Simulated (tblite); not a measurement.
# Frequency calculation of C₅H₇OS

The run: frequency calculation of C₅H₇OS, multiplicity 2, SMILES OCC1=CC[CH]S1. Method and program: GFN2-xTB harmonic vibrations, gas phase (tblite 0.8.0).

It belongs to a series of runs on one base structure; here: H added to aryl C.

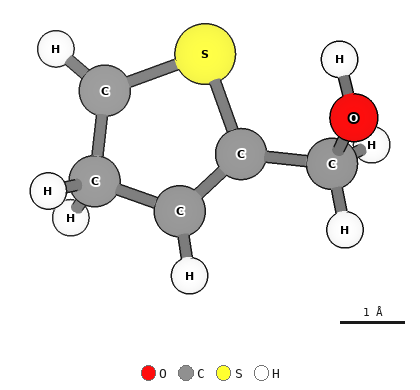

*The structure (ball-and-stick view, seen at a tilt).*

Summary

| quantity | value |
| --- | --- |
| outcome | converged |
| total energy | −584.9511 eV |
| zero-point energy | 65.6710 kcal/mol |
| hardware | 1 CPU thread, shared host |
| peak memory | 0.18 GiB |

Input
```
{"job": {"kind": "ir", "xc": "GFN2-xTB", "basis": "xTB"}, "charge": 0, "multiplicity": 2}
O      2.620073    -0.002803     0.976698
C      1.944388    -0.332113    -0.213240
C      0.480114    -0.026857    -0.151709
C     -0.551283    -0.869834    -0.147972
C     -1.904087    -0.248406    -0.053825
C     -1.672466     1.214365     0.020144
S     -0.025917     1.661795    -0.031827
H      2.464050     0.929512     1.171629
H      2.089496    -1.406294    -0.352660
H      2.391322     0.199631    -1.068336
H     -0.439117    -1.938495    -0.210667
H     -2.446160    -0.623877     0.828849
H     -2.524846    -0.522416    -0.922175
H     -2.426246     1.965318     0.117991
```

The first line tells a small driver script what to run in tblite; the rest is the geometry in Å.

Launched with:
```bash
OMP_NUM_THREADS=1 python <driver script> task.json out
```

Output
```
mode    cm-1     km/mol
  1      47.0      3.01
  2      59.5     20.16
  3     142.8      1.33
  4     246.7      9.94
  5     269.5     13.61
  6     327.1      7.26
  7     370.6    161.88
  8     466.5      2.99
  9     582.7      5.31
 10     649.8      8.54
 11     685.5      6.74
 12     759.3      9.13
 13     848.2      8.37
 14     895.6      0.05
 15     944.3     13.16
 16     990.2     15.61
 17    1033.4     62.99
 18    1062.1     35.68
 19    1068.4      5.60
 20    1127.0     10.80
 21    1149.5     20.11
 22    1195.5      6.45
 23    1241.1     27.08
 24    1280.4      8.84
 25    1293.2     17.80
 26    1338.1     83.05
 27    1439.9      4.91
 28    1456.7      1.33
 29    1660.9     11.59
 30    2788.8     25.77
 31    2852.7     51.05
 32    2854.7     50.97
 33    2981.8     18.88
 34    3115.4     16.15
 35    3189.5     10.38
 36    3523.2      5.83
```

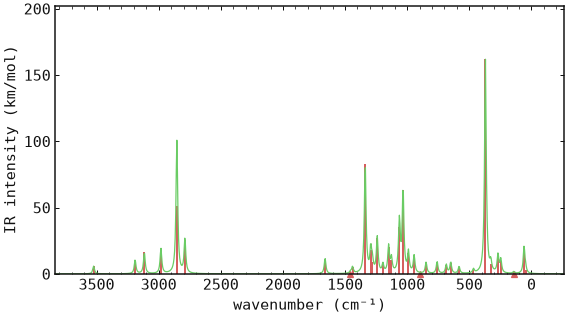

*Harmonic infrared spectrum, unscaled: sticks (degenerate modes added up, dark ones marked on the axis) with a Lorentzian envelope of 16 cm⁻¹ full width, scaled to the tallest stick.*

36 modes from 47 to 3523 cm⁻¹, none imaginary. The strongest line is at 371 cm⁻¹ (162 km/mol).
